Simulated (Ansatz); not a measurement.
# HF/aug-cc-pVDZ run of BGeH5 (SMILES [BH2][GeH3])

What is the vertical electron affinity of BGeH5 at HF/aug-cc-pVDZ? 

The calculation is run with Ansatz 0.2.0.

48 further runs of the same task are left out: 48 set aside as unsound or not needed.

### Step 1. The structure to begin with

BGeH5: 7 atoms, total charge 0, spin state singlet. SMILES: `[BH2][GeH3]`. The shape is that of a PBE0-D4/def2-TZVP optimisation.

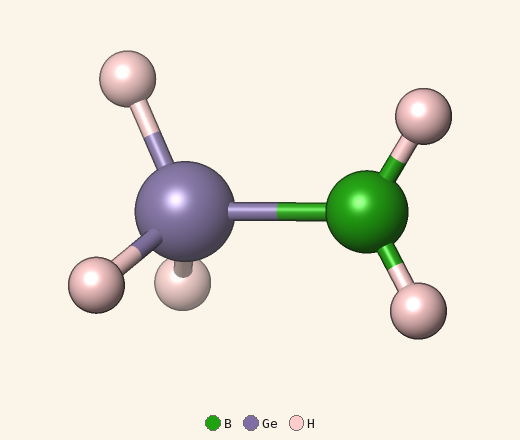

Viewed from a chosen angle; boron green, germanium purple, hydrogen pink.

### Step 2. The energy at HF/aug-cc-pVDZ

Contents of run.yaml:

```yaml
crystal:
  periodic: [false, false, false]
  atoms:
    - symbol: B
      position_ang: [0.007500, -1.219800, 0.268100]
    - symbol: Ge
      position_ang: [0.048900, 0.786100, -0.183400]
    - symbol: H
      position_ang: [-1.044400, -1.784600, 0.312800]
    - symbol: H
      position_ang: [0.997700, -1.849300, 0.488600]
    - symbol: H
      position_ang: [-0.601100, 1.019700, -1.562200]
    - symbol: H
      position_ang: [-0.799800, 1.566200, 0.840700]
    - symbol: H
      position_ang: [1.452500, 1.413700, -0.210300]
basis:
  gaussian:
    orbitals: aug-cc-pVDZ
hamiltonian:
  xc: hf
accuracy: high
output: {orbitals: {seedname: orbitals}}
```

On the command line:

```bash
$ ansatz run run.yaml --threads 1 --pin off --max-ram 3480MiB --events-out events.jsonl --progress --plain --runs-dir runs
```

The log of the run:

```text
Warning: RAYON_NUM_THREADS=1 ignored (pool sized by the plan → 1); use --threads N
Functional definition: HF
  name "HF"
  exchange = exact_x
  correlation = 0
2078 factors; integrals over basis functions are off by at most 4.6e-9 eV
mean field evaluation 1: about -57221.4215 eV, gradient 1.3e1 eV
mean field evaluation 2: about -57221.4253 eV, gradient 1.3e1 eV
mean field evaluation 4: about -57222.4090 eV, gradient 6.8e-1 eV
mean field evaluation 8: about -57222.4109 eV, gradient 5.5e-6 eV
mean field -57222.41093424 eV, -2102.8848150902 hartree, gradient 2.7e-8 eV, S^2 0.000000; 0 other end points of the search recorded, 0 dependent functions left out
reference -57222.41093424 eV, -2102.8848150902 hartree; 21, 21 occupied and 83, 83 virtual orbitals, 2078 factors
Total energy: -57222.41093424 eV, -2102.8848150902 hartree
```

Wall time 2.2 s (1 thread of AMD EPYC 9R45 (Zen 5), shared host); peak memory 0.31 GiB.

### Step 3. The doublet anion at the same level

Contents of in.yaml:

```yaml
crystal:
  periodic: [false, false, false]
  atoms:
    - {symbol: B, position_ang: [0.007500, -1.219800, 0.268100]}
    - {symbol: Ge, position_ang: [0.048900, 0.786100, -0.183400]}
    - {symbol: H, position_ang: [-1.044400, -1.784600, 0.312800]}
    - {symbol: H, position_ang: [0.997700, -1.849300, 0.488600]}
    - {symbol: H, position_ang: [-0.601100, 1.019700, -1.562200]}
    - {symbol: H, position_ang: [-0.799800, 1.566200, 0.840700]}
    - {symbol: H, position_ang: [1.452500, 1.413700, -0.210300]}
basis:
  gaussian:
    orbitals: aug-cc-pVDZ
total_charge: -1
magnetization:
  spin_polarized: true
  initial_magnetization: 1
hamiltonian:
  xc: hf
accuracy: high
output:
  orbitals: {seedname: orbitals}
```

On the command line:

```bash
$ ansatz run in.yaml --threads 1 --pin off --max-ram 3480MiB --events-out events.jsonl --progress --plain --runs-dir runs
```

The log of the run:

```text
Warning: RAYON_NUM_THREADS=1 ignored (pool sized by the plan → 1); use --threads N
Functional definition: HF
  name "HF"
  exchange = exact_x
  correlation = 0
2078 factors; integrals over basis functions are off by at most 4.6e-9 eV
mean field evaluation 1: about -57220.7609 eV, gradient 1.2e1 eV
mean field evaluation 2: about -57220.7655 eV, gradient 1.2e1 eV
mean field evaluation 4: about -57222.1842 eV, gradient 1.3e0 eV
mean field evaluation 8: about -57222.2030 eV, gradient 5.1e-3 eV
mean field evaluation 16: about -57221.1545 eV, gradient 2.9e0 eV
mean field evaluation 32: about -57221.2664 eV, gradient 1.3e0 eV
mean field -57222.20296275 eV, -2102.8771722788 hartree, gradient 2.9e-8 eV, S^2 0.760004; 2 other end points of the search recorded, 0 dependent functions left out
reference -57222.20296275 eV, -2102.8771722788 hartree; 22, 21 occupied and 82, 83 virtual orbitals, 2078 factors
Total energy: -57222.20296275 eV, -2102.8771722788 hartree
```

Run time: 4.5 s. Hardware: 1 thread of AMD EPYC 9R45 (Zen 5), shared host; peak memory 0.39 GiB.

### Step 4. Outcome

Level: HF/aug-cc-pVDZ.

```
                                         quantity           value
                      singlet BGeH5: total energy  -2102.88482 Eh
                       singlet BGeH5: HOMO energy       -11.16 eV
                       singlet BGeH5: LUMO energy         0.74 eV
                     singlet BGeH5: HOMO–LUMO gap        11.91 eV
                      doublet anion: total energy  -2102.87717 Eh
doublet anion: HOMO energy (highest over α and β)        -0.66 eV
 doublet anion: LUMO energy (lowest over α and β)         3.88 eV
                              doublet anion: ⟨S²⟩           0.760
vertical electron affinity (to the doublet anion)       -0.208 eV
```

What this shows: The anion lies 0.21 eV (20.1 kJ/mol) above the neutral: the electron isn't bound at this level, and such a value depends on the basis. Hartree–Fock misses the correlation that binds many anions.
